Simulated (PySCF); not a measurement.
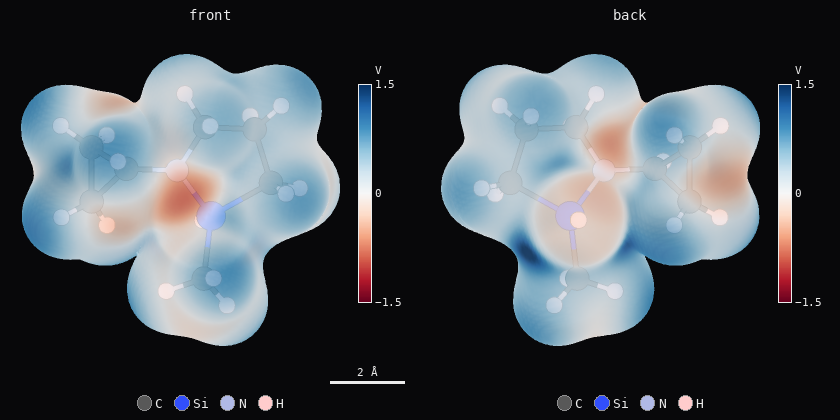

C7H15NSi. The electrostatic potential painted on the density surface at 0.004 e/bohr³, seen from the front and from behind; red is negative and blue positive.

Geometry: GFN2-xTB.

Theory: PySCF, PBE0/pcSseg-1, SCF density, gas phase, non-relativistic.

| atom | x (Å) | y (Å) | z (Å) |
| --- | --- | --- | --- |
| C | -1.1481 | 1.3461 | -1.9881 |
| Si | -0.8155 | -0.2032 | -0.9473 |
| C | -2.2475 | -0.7801 | 0.1568 |
| C | -1.5111 | -1.3306 | 1.3732 |
| C | -0.3347 | -0.4052 | 1.6733 |
| N | 0.1995 | 0.0715 | 0.4106 |
| C | 1.4891 | 0.6541 | 0.4668 |
| C | 2.3333 | 0.7315 | -0.7622 |
| C | 2.7163 | -0.2110 | 0.3402 |
| H | -1.5936 | 2.1448 | -1.4033 |
| H | -0.2256 | 1.7245 | -2.4145 |
| H | -1.8196 | 1.1193 | -2.8090 |
| H | -0.3457 | -1.2922 | -1.8336 |
| H | -2.8896 | -1.5367 | -0.2856 |
| H | -2.8844 | 0.0537 | 0.4503 |
| H | -2.1586 | -1.4256 | 2.2466 |
| H | -1.1232 | -2.3209 | 1.1295 |
| H | -0.6629 | 0.4499 | 2.2822 |
| H | 0.4443 | -0.9333 | 2.2355 |
| H | 1.5561 | 1.4876 | 1.1653 |
| H | 1.9363 | 0.3040 | -1.6685 |
| H | 2.9291 | 1.6181 | -0.9184 |
| H | 2.5621 | -1.2643 | 0.1655 |
| H | 3.5824 | 0.0175 | 0.9422 |

Q: Which sites attract a positive test charge, and which a negative one?

A: A positive charge is drawn to the negative regions and a negative charge to the positive ones. The most negative region (about −0.8 V) lies over N6, the most positive (about +1.4 V) over Si2.
